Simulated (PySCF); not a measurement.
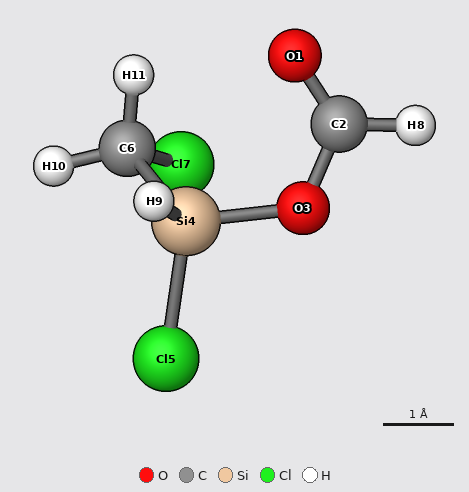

The structure as given in the input (ball-and-stick view, seen at a tilt; atoms are numbered from 1 in the order of the input).

Excited-state calculation of C$_{2}$H$_{4}$Cl$_{2}$O$_{2}$Si

The run: excited-state calculation of C$_{2}$H$_{4}$Cl$_{2}$O$_{2}$Si. Method and program: TDDFT PBE0/def2-TZVP, vertical, gas phase, core orbitals frozen in the response (PySCF 2.14.0).

The geometry comes from this level: PBE0-D3(BJ)/def2-SVP.

**The input**
```
{"job": {"kind": "uv", "xc": "PBE0", "basis": "def2-TZVP"}, "charge": 0, "multiplicity": 1}
O      1.858121     0.390217     0.977857
C      1.986416    -0.093927    -0.112550
O      1.022857    -0.744699    -0.758326
Si    -0.522685    -0.862593    -0.041856
Cl    -1.651018    -1.790161    -1.477215
C     -1.205105     0.844316     0.317253
Cl    -1.023753     1.890891    -1.117425
H      2.920496    -0.062496    -0.709150
H     -0.460863    -1.725131     1.161670
H     -2.270085     0.798490     0.588958
H     -0.642360     1.295385     1.147367
```

The first line tells a small driver script what to run in PySCF; the rest is the geometry in Å.

Run on 1 CPU thread, shared host.

Run as:
```bash
OMP_NUM_THREADS=1 python <driver script> task.json out
```

**Output**
```
coarse grid: 11696 points
cycle   1  E = -1438.3651322495  dE =  9.675e-01  |g| = 9.388e-01  |ddm| = 2.700e+00
cycle   2  E = -1438.0445140760  dE =  3.206e-01  |g| = 1.623e+00  |ddm| = 1.427e+00
cycle   3  E = -1438.5158901974  dE = -4.714e-01  |g| = 2.604e-01  |ddm| = 9.913e-01
cycle   4  E = -1438.5269435473  dE = -1.105e-02  |g| = 9.893e-02  |ddm| = 1.807e-01
cycle   5  E = -1438.5285269551  dE = -1.583e-03  |g| = 2.098e-02  |ddm| = 5.366e-02
cycle   6  E = -1438.5286149776  dE = -8.802e-05  |g| = 4.781e-03  |ddm| = 1.814e-02
cycle   7  E = -1438.5286196806  dE = -4.703e-06  |g| = 1.407e-03  |ddm| = 4.071e-03
final grid: 101744 points
cycle   8  E = -1438.5260053608  dE = -3.101e-05  |g| = 1.132e-02  |ddm| = 3.279e-02
cycle   9  E = -1438.5259708925  dE =  3.447e-05  |g| = 1.775e-02  |ddm| = 1.418e-02
cycle  10  E = -1438.5260266096  dE = -5.572e-05  |g| = 2.258e-03  |ddm| = 9.123e-03
cycle  11  E = -1438.5260274320  dE = -8.224e-07  |g| = 7.260e-04  |ddm| = 1.478e-03
cycle  12  E = -1438.5260275244  dE = -9.234e-08  |g| = 1.187e-04  |ddm| = 4.093e-04
cycle  13  E = -1438.5260275271  dE = -2.774e-09  |g| = 3.780e-05  |ddm| = 1.140e-04
cycle  14  E = -1438.5260275275  dE = -3.315e-10  |g| = 6.747e-06  |ddm| = 3.002e-05
```

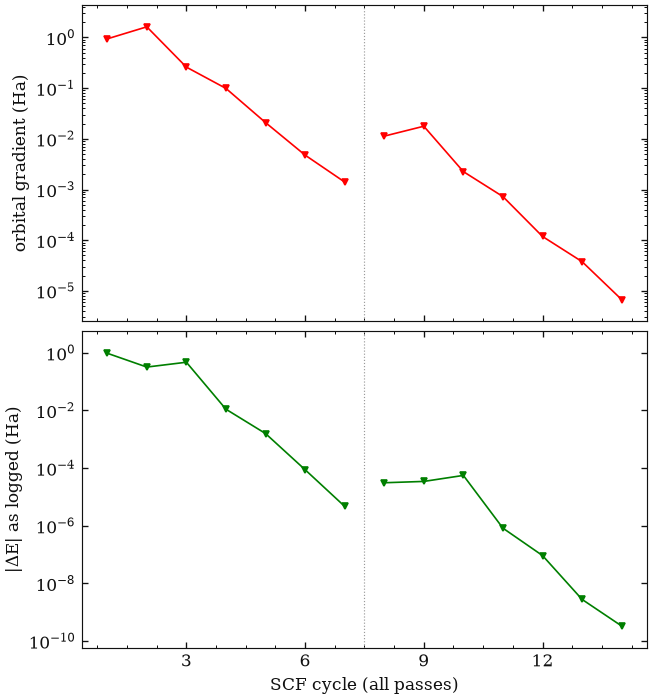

Convergence of the self-consistent field: orbital gradient and size of the energy change against the SCF cycle. The dotted line marks the change from a coarse to the final integration grid. The first 7 cycles use a coarse grid, the final grid takes over at cycle 8, and the field converges after 14 cycles in all.

```
converged SCF energy = -1438.5260275275

Static polarisability (au): isotropic 74.311, principal 68.189 73.147 81.596

Singlet excitations
state   eV       nm        f      main configurations
  1   5.7772    214.6   0.00072   H-1->L 0.68, H-2->L 0.27
  2   6.5734    188.6   0.02418   H->L+1 0.94
  3   6.7924    182.5   0.00463   H->L 0.97
  4   6.9070    179.5   0.00165   H-2->L+1 0.47, H-1->L+1 0.46
  5   7.2318    171.4   0.00073   H-2->L 0.69, H-1->L 0.28
  6   7.4153    167.2   0.00584   H-1->L+1 0.49, H-2->L+1 0.48
  7   7.7172    160.7   0.00820   H->L+2 0.90
  8   7.8185    158.6   0.00855   H-3->L 0.52, H-3->L+1 0.20
  9   7.9136    156.7   0.00361   H-3->L+1 0.64, H-3->L 0.09, H-1->L+2 0.08
 10   7.9827    155.3   0.00318   H-1->L+2 0.37, H-5->L 0.21, H-3->L 0.15

Triplet excitations (Tamm-Dancoff, eV): 5.2051 5.8294 6.0492 6.1948
```

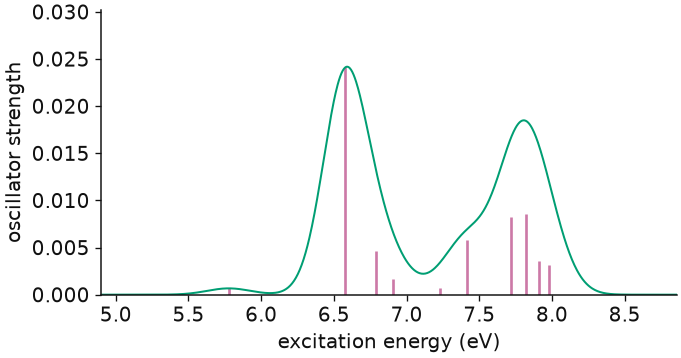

Computed excitations as sticks (degenerate states added up, dark ones marked on the axis), with a Gaussian envelope of 0.35 eV full width at half maximum, scaled to the tallest. Of the 10 states the lowest lies at 5.78 eV (f = 0.001); the strongest line is at 6.57 eV, or 189 nm (f = 0.024).

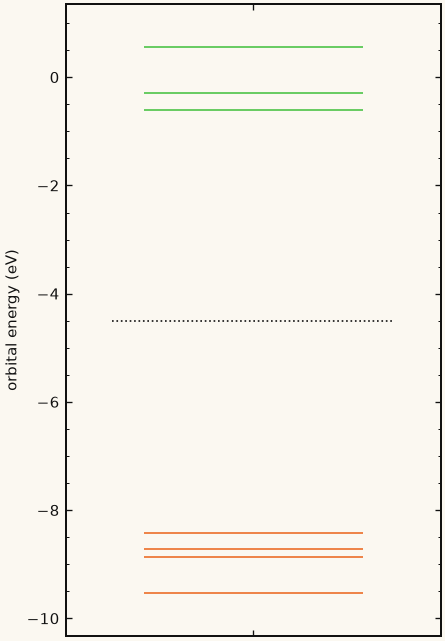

Orbital energies near the frontier; the dotted line parts filled from empty levels, and levels within 0.02 eV of each other stand side by side. Highest filled −8.42 eV, lowest empty −0.60 eV, 7.82 eV apart.

**Results in brief**

| quantity | value |
| --- | --- |
| outcome | converged |
| total energy | −1438.526028 hartree |
| HOMO | −8.42 eV |
| LUMO | −0.60 eV |
| dipole moment | 1.02 D |
| mean polarisability | 74.31 a.u. |
| lowest singlet excitation | 5.78 eV |
| wall time | 59 s |
| peak memory | 0.94 GiB |
